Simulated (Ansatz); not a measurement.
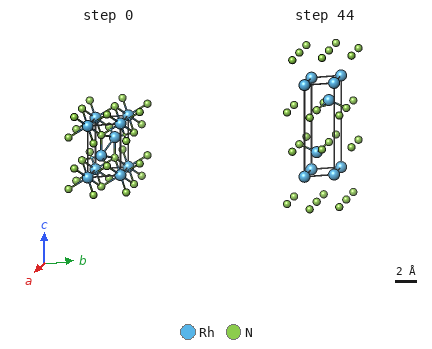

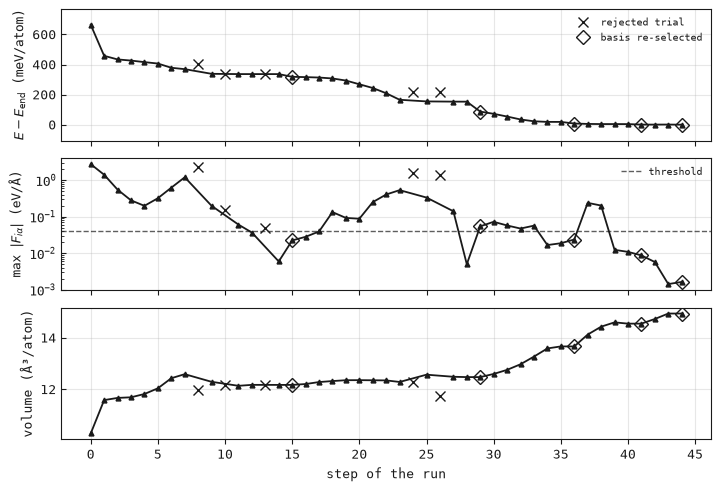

First and last geometry of a relaxation of a crystal of Rh3N2 (built on the A-type sesquioxide_164 type) (coarse preliminary run), with the history of the run. Style: ball-and-stick. Shown: the cell of the calculation, slightly off an axis.

Case: A-type sesquioxide type (P-3m1, No. 164).

Computed with DFT PBE, scalar-relativistic, plane waves, PAW (Ansatz 0.2.0). Settings: plane-wave cutoff 420 eV; k-point mesh 6 × 6 × 4; occupations gaussian; smearing width 0.1 eV; no spin polarisation; cell and atoms relaxed; force threshold 0.04 eV/Å; at most 70 steps.

### Did the run converge, and what did it change?

It converged. The largest moves relative to the cell, 1.13 Å, are those of Rh atoms. By element the largest moves are Rh 1.13 Å, N 0.59 Å. The volume changes by +45.2 %, with a = b 3.367 → 3.044 Å (−9.6 %), c 5.239 → 9.311 Å (+77.7 %). Some distances before and after: Rh–Rh 2.467 → 5.265 Å, N–Rh 2.095 → 4.263 Å, N–Rh 2.329 → 3.369 Å, N–Rh 2.028 → 1.892 Å. Bonds break: N–Rh (2.10 → 4.26 Å), N–Rh (2.33 → 3.37 Å), Rh–Rh (2.47 → 5.27 Å). Among the angles between lasting bonds that change: N–Rh–N 112.3° → 107.1°, Rh–N–Rh 112.3° → 107.1°. The space group stays P-3m1 (No. 164). After 34 accepted moves (44 points after the start) the energy has fallen by 664 meV per atom. Largest force component: 2.8 eV/Å at the start, 0.0016 eV/Å at the end. Pressure: 42.61 GPa at the start and 0.02 GPa at the end. The line search rejected the trial steps at points 8, 10, 13, 24, 26 of the run. At 5 points the geometry stayed and the basis and grid were re-selected for the new cell (energy shift of 66.1 meV per atom at most each time). The run took 120 s on 1 thread of Intel(R) Xeon(R) Platinum 8375C CPU @ 2.90GHz (Ice Lake), on a shared host, peak memory 0.42 GiB.

| step | E − E(0), meV/atom | largest force component, eV/Å | pressure, GPa | volume, Å³/atom | note |
| --- | --- | --- | --- | --- | --- |
| 0 | 0.00 | 2.7589 | 42.61 | 10.287 |  |
| 1 | -206.63 | 1.4133 | 3.00 | 11.581 |  |
| 2 | -230.56 | 0.5528 | 0.19 | 11.666 |  |
| 3 | -238.13 | 0.2813 | 0.46 | 11.690 |  |
| 4 | -248.50 | 0.1992 | 0.55 | 11.818 |  |
| 5 | -257.93 | 0.3218 | -0.82 | 12.039 |  |
| 6 | -286.00 | 0.6258 | -4.79 | 12.431 |  |
| 7 | -295.25 | 1.2063 | -8.07 | 12.587 |  |
| 8 | -258.67 | 2.3497 | 7.54 | 11.981 | rejected |
| 9 | -326.25 | 0.1992 | -2.54 | 12.290 |  |
| 10 | -325.58 | 0.1532 | 0.35 | 12.178 | rejected |
| 12 | -328.01 | 0.0369 | -0.06 | 12.173 |  |
| 14 | -328.15 | 0.0060 | 0.01 | 12.171 |  |
| 15 | -346.16 | 0.0225 | 1.86 | 12.171 | same geometry, new basis |
| 17 | -350.99 | 0.0395 | 0.57 | 12.282 |  |
| 19 | -371.01 | 0.0929 | 0.28 | 12.353 |  |
| 21 | -420.48 | 0.2517 | 0.67 | 12.351 |  |
| 23 | -498.74 | 0.5353 | 0.25 | 12.285 |  |
| 24 | -444.32 | 1.5663 | 15.89 | 12.276 | rejected |
| 26 | -448.13 | 1.3734 | 23.37 | 11.723 | rejected |
| 28 | -511.40 | 0.0050 | 0.05 | 12.474 |  |
| 30 | -592.14 | 0.0728 | 4.33 | 12.596 |  |
| 31 | -610.25 | 0.0577 | 3.12 | 12.755 |  |
| 33 | -641.82 | 0.0570 | 1.11 | 13.269 |  |
| 35 | -645.89 | 0.0188 | 0.13 | 13.664 |  |
| 37 | -659.40 | 0.2402 | 0.80 | 14.123 |  |
| 39 | -660.28 | 0.0124 | -0.45 | 14.598 |  |
| 40 | -660.51 | 0.0109 | 0.15 | 14.548 |  |
| 42 | -663.77 | 0.0058 | 0.04 | 14.728 |  |
| 44 | -664.41 | 0.0016 | 0.02 | 14.940 | same geometry, new basis |
